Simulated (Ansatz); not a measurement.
C3H6N2OSi2

```xyz
14

C     2.0657    0.6225   -1.0142
C     0.6257   -1.6656    0.3414
C    -1.5606    1.3562   -1.9111
N     0.3108   -2.7822    0.2335
N    -1.3368    1.4407   -3.0514
O    -0.3287    0.9849    0.6141
Si    1.0969    0.1362    0.4883
Si   -1.8163    1.1960   -0.0700
H     2.9888    0.0257   -1.0884
H     2.3468    1.6865   -0.9635
H     1.4770    0.4652   -1.9317
H     1.8345    0.2956    1.7640
H    -2.7009    0.0261    0.1528
H    -2.4127    2.4608    0.4169
```

Geometry: r2SCAN-D4/def2-SVP.

Computed with isolated molecule in a Gaussian basis; Kohn-Sham density functional theory, functional PBE0 (Ansatz).

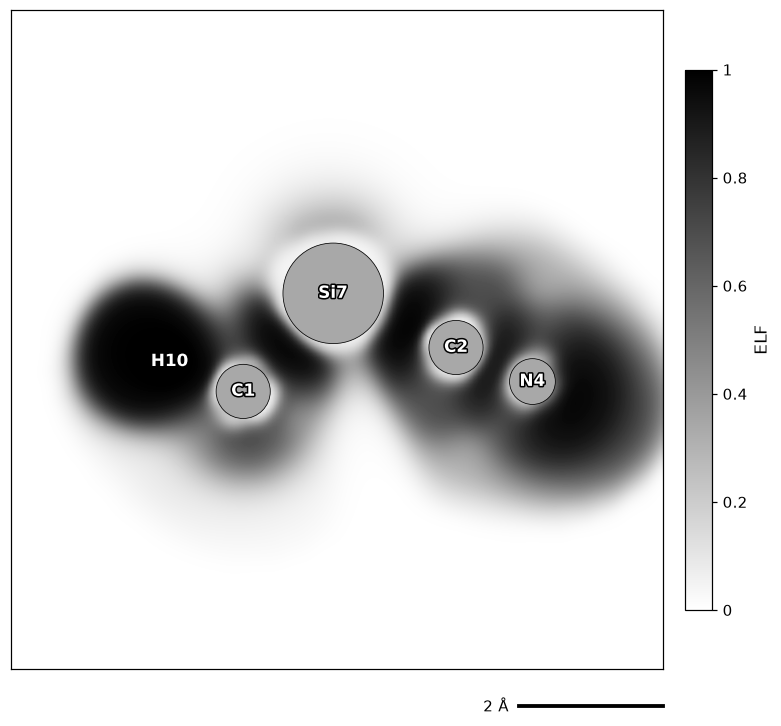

Figure 1. Electron localisation function on the plane of atoms Si7, C1 and H10. Grey discs cover the atomic cores.

> What do the fields say about this system?

The plane passes through C, N, Si and H nuclei. C–N (1.17 Å): the ELF peaks at about 0.90 between the atoms: a short, multiple covalent bond. C–Si (1.85 Å): the ELF peaks at about 0.95 between the atoms: a covalent bond. C–H (1.10 Å): the ELF climbs to about 1 towards the hydrogen, as it does in any bond to H: an ordinary covalent bond to hydrogen. The ELF also peaks beside N4, away from the bonds: lone-pair regions.

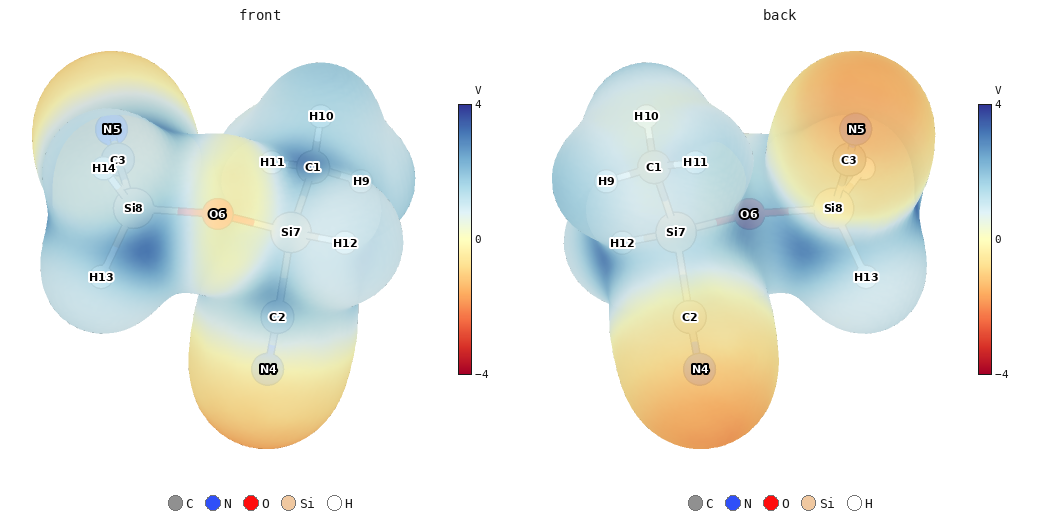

Figure 2. The molecular electrostatic potential painted on the density surface at 0.004 e/bohr³, seen from the front and from behind; the colour scale runs from red (negative) to blue (positive).

> Describe the electrostatic potential map.

The most negative region (about −1.7 V, or −39 kcal/mol for a unit charge) lies over N4, the most positive (about +3.0 V, or +69 kcal/mol for a unit charge) over Si8. N4 is the likeliest acceptor of a hydrogen bond.

> How polar is the molecule by this calculation?

Its dipole moment is 3.92 D.

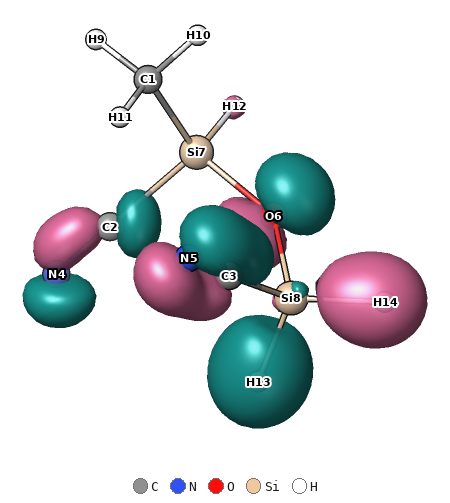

Figure 3. The HOMO−1 at ±0.15 Å⁻³ᐟ² (teal and pink are the two phases), seen at an oblique angle.

> Where does this orbital lie, and at what energy?

It lies mainly on O6 (about 20 %), Si8 (about 15 %), H13 (about 15 %), N5 (about 15 %), H14 (about 10 %) and C3 (about 10 %). Its energy is −9.75 eV.
